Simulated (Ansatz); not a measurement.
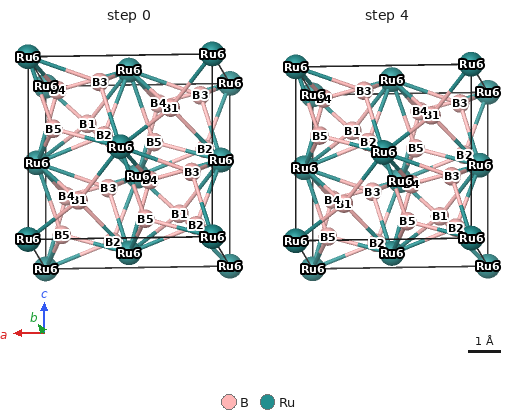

The structure of a crystal of B$_{5}$Ru (a generated structure, set up in F-43m) (coarse preliminary run) before (left) and after (right) a relaxation, at one scale.

A ball-and-stick model of the conventional cell (4 times the calculation's cell), seen from a free direction. Lengths and directions refer to the drawn axes.

Theory: DFT PBE, scalar-relativistic, plane waves, PAW (Ansatz).

The input:
```yaml
crystal:
  lattice:
    - [0.0, 2.944849, 2.944849]
    - [2.944849, 0.0, 2.944849]
    - [2.944849, 2.944849, 0.0]
  atoms:
    - { symbol: B, position: [0.75, 0.75, 0.75] }
    - { symbol: B, position: [0.37588916, 0.37588916, 0.87233251] }
    - { symbol: B, position: [0.37588916, 0.87233251, 0.37588916] }
    - { symbol: B, position: [0.37588916, 0.37588916, 0.37588916] }
    - { symbol: B, position: [0.87233251, 0.37588916, 0.37588916] }
    - { symbol: Ru, position: [0.0, 0.0, 0.0] }
basis:
  ecutwfc: 420
kpoints:
  mp_grid: { grid: [6, 6, 6] }
hamiltonian:
  xc: pbe
scf:
  occupations: { method: gaussian, width: 0.1 }
  lower_state_search: "off"
output:
  forces: true
  stress: true
  eigenvalues: true
relax:
  adjacent_minimum: "off"
  f_tol: 0.04
  max_steps: 70
  cell: { stress_tol: 0.4 }
```

Command:
```bash
ansatz run input.yaml --threads 1 --pin off --max-ram 2048MiB --backend cpu --events-out ev --progress --plain --runs-dir out
```

Summarise the run.

The energy falls by 130 meV per atom in 3 accepted moves (4 points after the start). Largest force component: 0.0077 eV/Å at the start, 0.036 eV/Å at the end. Pressure: −30.98 GPa at the start and 0.20 GPa at the end. The SCF was repeated once at an unchanged geometry on a basis and grid sized afresh for the cell, which shifted the energy by 1.0 meV per atom at most. The largest moves relative to the cell, 0.010 Å, are those of B2, B3, B4 and B5. B5 goes along [1 1 −1]. Ru stays in place. Cell: a = b = c 5.890 → 5.604 Å (−4.9 %). Volume −13.9 %. Among the contacts that change: B1–Ru6 2.550 → 2.426 Å, B2–Ru6 2.443 → 2.326 Å. The space group stays F-43m (No. 216). The run took 7.9 s on 1 thread of Intel(R) Xeon(R) Platinum 8488C (Sapphire Rapids) (shared host), peak memory 0.39 GiB.
